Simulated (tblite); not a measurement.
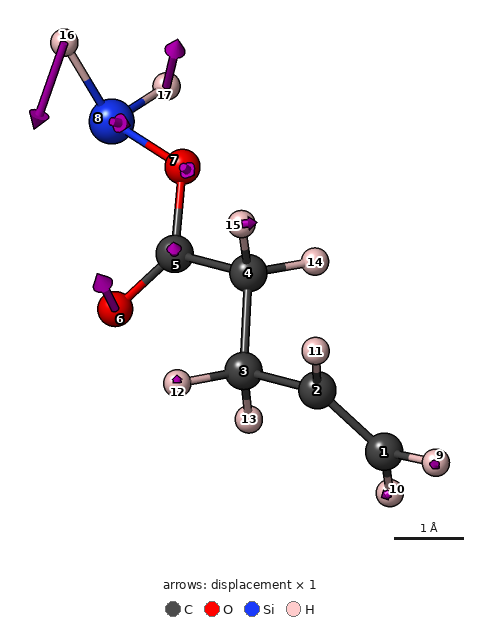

This is a relaxation of C$_{5}$H$_{9}$O$_{2}$Si (multiplicity 2). The starting structure is drawn; purple arrows show the displacements, at their true length. The two geometries are superimposed by the best rigid fit.

The picture is a ball-and-stick view, seen from a free direction.

Computed with GFN2-xTB geometry optimisation, gas phase (tblite 0.8.0). 

**Which element moves most?**

Hydrogen: up to 1.50 Å, against 0.83 Å for oxygen.

**What did the optimiser do to the structure, and how much energy did it gain?**

Over 150 geometry steps the energy falls by 0.260 eV. The atom that moves furthest after the best rigid fit is H16 (1.50 Å). Largest moves by element: H 1.50 Å, O 0.83 Å, Si 0.40 Å, C 0.24 Å. Near-neighbour distances that change, for instance: Si8–H16 1.477 → 1.446 Å, C5–O7 1.354 → 1.328 Å, C5–O6 1.231 → 1.206 Å, C2–C3 1.514 → 1.495 Å. Among the angles between lasting bonds that change: H16–Si8–H17 107.7° → 120.9°, O7–Si8–H17 108.7° → 99.5°, C5–O7–Si8 123.2° → 129.6°. Groups turn about O7–Si8 by about 90°, C4–C5 by about 25°.
